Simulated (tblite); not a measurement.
## Run report: C₂H₉BO₂Si, frequency calculation

The run: frequency calculation of C₂H₉BO₂Si. Method and program: GFN2-xTB harmonic vibrations, gas phase (tblite 0.8.0).

It belongs to a series of runs on one base structure; here: Si replaced by C.

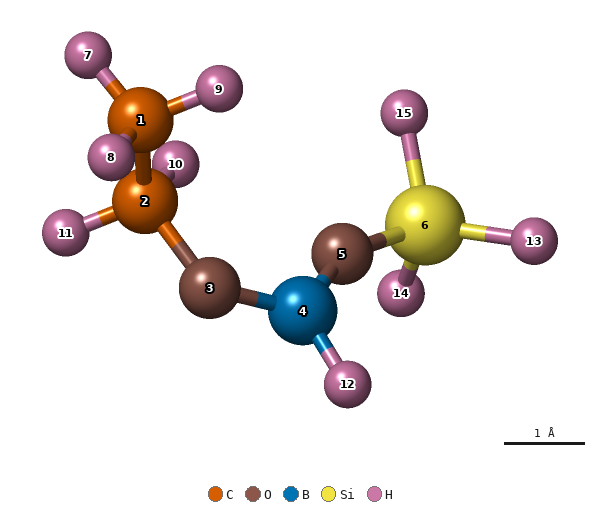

Fig. 1: The structure as given in the input (ball-and-stick view, seen at a tilt; atoms are numbered from 1 in the order of the input). Bond lengths as drawn: B–H 1.18 Å, B–O 1.34 Å, C–C 1.52 Å, C–H 1.09 to 1.10 Å, C–O 1.42 Å, H–Si 1.46 Å and O–Si 1.61 Å.

### Key numbers

| quantity | value |
| --- | --- |
| outcome | converged |
| total energy | −547.4888 eV |
| zero-point energy | 69.0490 kcal/mol |
| hardware | 1 CPU thread, shared host |
| peak memory | 0.18 GiB |

### Input
```
{"job": {"kind": "ir", "xc": "GFN2-xTB", "basis": "xTB"}, "charge": 0, "multiplicity": 1}
C     -2.453857    -0.082832     0.063468
C     -1.346356     0.017065    -0.978978
O     -0.541707    -1.148300    -0.952770
B      0.736940    -1.163004    -0.563434
O      1.390797    -0.056181    -0.188149
Si     2.659856     0.808676     0.280952
H     -3.094369     0.793503     0.009068
H     -3.051007    -0.973293    -0.114933
H     -2.023366    -0.149179     1.059558
H     -0.730175     0.904983    -0.797561
H     -1.779425     0.083023    -1.983617
H      1.260899    -2.216376    -0.577933
H      3.445640     0.073782     1.274027
H      3.452538     1.097496    -0.914559
H      2.069178     2.018627     0.857293
```

The first line tells a small driver script what to run in tblite; the rest is the geometry in Å.

Command:
```bash
OMP_NUM_THREADS=1 python <driver script> task.json out
```

### Log
```
mode    cm-1     km/mol
  1     -29.4      0.13
  2     -11.9      0.08
  3      53.4      0.80
  4      85.0      0.10
  5     182.9      1.79
  6     230.7      2.35
  7     249.6      2.12
  8     432.4     13.11
  9     512.2     24.54
 10     609.3     62.11
 11     629.3     75.46
 12     767.7    129.96
 13     770.8    103.56
 14     776.1    144.66
 15     791.0    187.95
 16     831.7     16.80
 17     835.3    436.74
 18     880.7     47.76
 19    1033.7     12.45
 20    1086.3      7.58
 21    1111.7     13.11
 22    1153.9     26.16
 23    1227.3     89.77
 24    1264.5     50.35
 25    1311.2    703.78
 26    1346.3    438.00
 27    1397.3      9.25
 28    1469.1      8.68
 29    1477.7      2.76
 30    1495.1      3.23
 31    2233.1    396.70
 32    2240.9    394.75
 33    2266.3     81.69
 34    2571.3    195.38
 35    2913.6     37.86
 36    2926.9     39.03
 37    3042.7     21.35
 38    3043.9     35.19
 39    3049.6     21.70
```

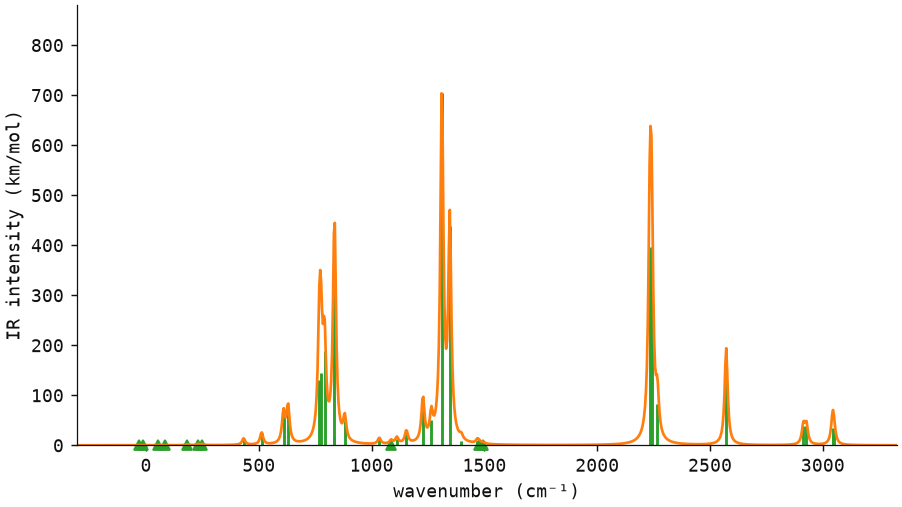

Fig. 2: Harmonic infrared spectrum, unscaled: sticks (degenerate modes added up, dark ones marked on the axis) with a Lorentzian envelope of 16 cm⁻¹ full width, scaled to the tallest stick; imaginary modes are drawn at negative wavenumbers. 39 modes from 29i to 3050 cm⁻¹, 2 imaginary beyond 8i (29i, 12i cm⁻¹): not a minimum. The strongest line is at 1311 cm⁻¹ (704 km/mol).
